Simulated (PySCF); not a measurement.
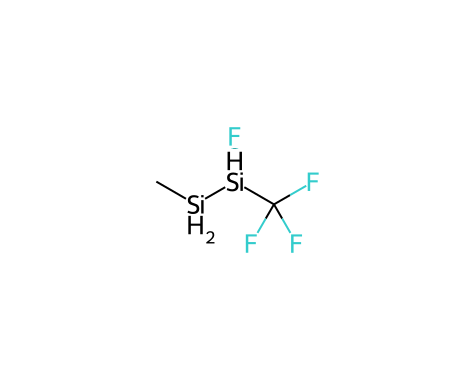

Figure made from data computed with PySCF.

A structural formula.

Question: Transcribe the drawing into SMILES.

Answer: C[SiH2][Si@@H](F)C(F)(F)F

Question: What is the molecular formula?

Answer: C2H6F4Si2.

Question: An optimisation with GFN2-xTB gave a structure of which point group?

Answer: C1.
